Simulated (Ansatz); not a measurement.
**C$_{2}$H$_{10}$AlNSi (SMILES [CH3][Al]([NH2])[CH2][SiH3]): density, localisation and related maps**

```xyz
15

C    -2.1582    0.3602   -0.7873
Al   -0.3807   -0.4845   -0.6329
N     0.3862   -1.1856   -2.0951
C     0.6113   -0.5974    1.0788
Si    1.4568    0.9915    1.6694
H    -2.9131   -0.1757   -0.1713
H    -2.5387    0.3825   -1.8296
H    -2.1402    1.4075   -0.4155
H    -0.0206   -1.1700   -3.0349
H     1.2953   -1.6557   -2.1290
H     1.3845   -1.3944    1.0112
H    -0.1012   -0.9096    1.8756
H     0.4558    2.1050    1.8215
H     2.1518    0.8283    2.9952
H     2.4890    1.4473    0.6733
```

Theory: RKS BLYP/def2-SVP (Ansatz 0.2.0).

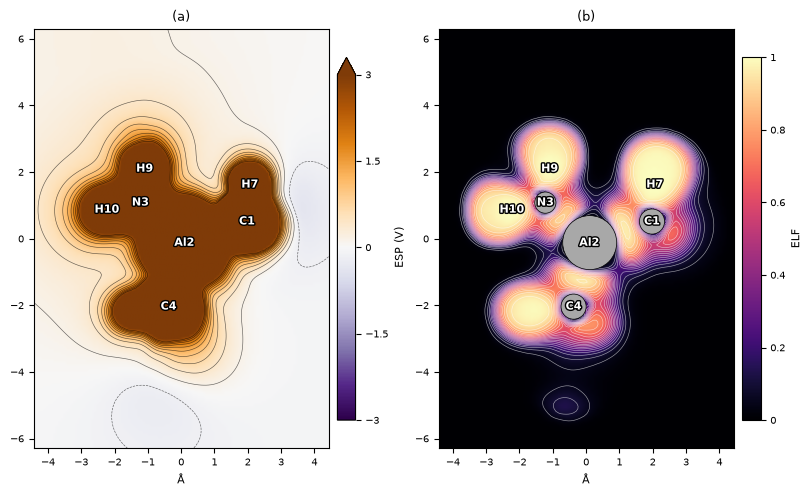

Figure 1. (a) molecular electrostatic potential; (b) ELF on the plane of atoms C1, Al2 and N3. Grey discs cover the atomic cores in the ELF map.

Question: Read the bonding off the picture.

Answer:
- Atoms in the plane: C, Al, N and H.
- Al–N (1.79 Å): the ELF peaks at about 0.90 in the valence shell of N, 0.7 Å from its nucleus, and is about 0.60 at the midpoint.
- C–Al (1.97 Å): the ELF peaks at about 0.95 between the atoms (a shared but strongly polarised pair).
- N–H (1.02 Å): the ELF climbs to about 1 towards the hydrogen, as it does in any bond to H (an ordinary covalent bond to hydrogen).
- C–H (1.11 Å): the ELF climbs to about 1 towards the hydrogen: a covalent bond by its length.
- Outside the dense part of the molecule the potential is most negative (−0.4 V) near C1.

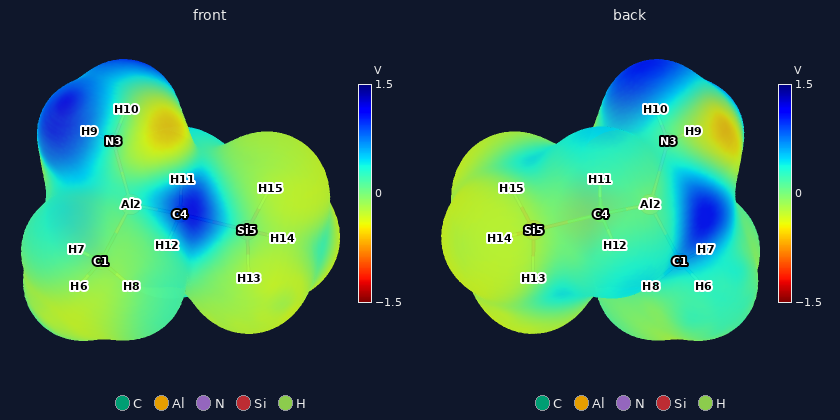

Figure 2. The molecular electrostatic potential painted on the density surface at 0.001 e/bohr³, seen from the front and from behind; the colour scale runs from red (negative) to blue (positive).

Question: Which sites attract a positive test charge, and which a negative one?

Answer: A positive charge is drawn to the negative regions and a negative charge to the positive ones. The most negative region (about −0.6 V) lies over N3, the most positive (about +1.1 V) over Al2 and H9.

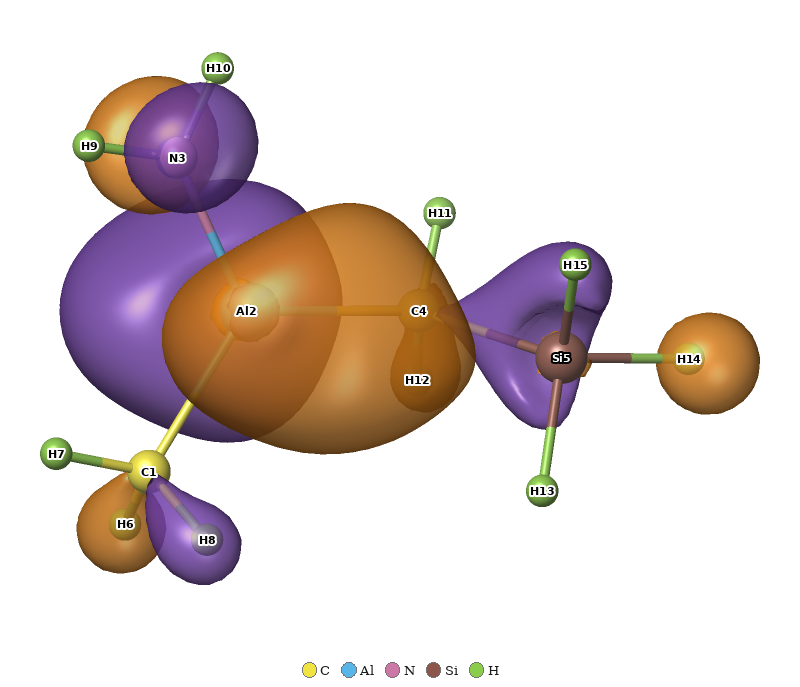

Figure 3. The LUMO at ±0.1 Å⁻³ᐟ² (orange and purple are the two phases), seen across its widest extent.

Question: What is the character of this orbital?

Answer: By Hirshfeld shares it lies mainly on Al2 (about 55 %), N3 (about 10 %), Si5 (about 10 %) and C4 (about 5 %). Its energy is −0.46 eV.

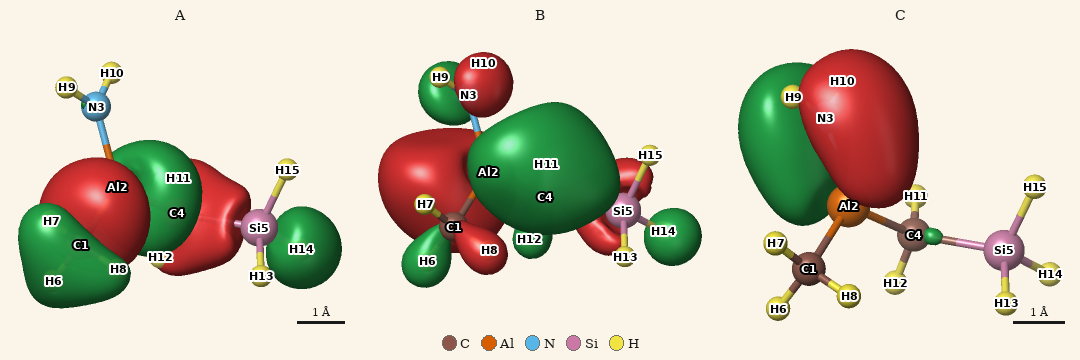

Figure 4. Three frontier orbitals at ±0.08 Å⁻³ᐟ² (green and red are the two phases), in no order.

Question: Which picture is the HOMO−1, the HOMO and the LUMO?

Answer: A is the HOMO−1 (−6.15 eV). Its weight (Hirshfeld) is mainly on C4 (about 30 %), C1 (about 25 %) and Al2 (about 20 %). C is the HOMO (−5.55 eV). Its weight (Hirshfeld) is mainly on N3 (about 75 %); largely a lone pair of N3. B is the LUMO (−0.46 eV). It lies mainly on Al2 (about 55 %), N3 (about 10 %), Si5 (about 10 %) and C4 (about 5 %).

Question: What is the HOMO–LUMO gap?

Answer: 5.09 eV between the orbital energies.
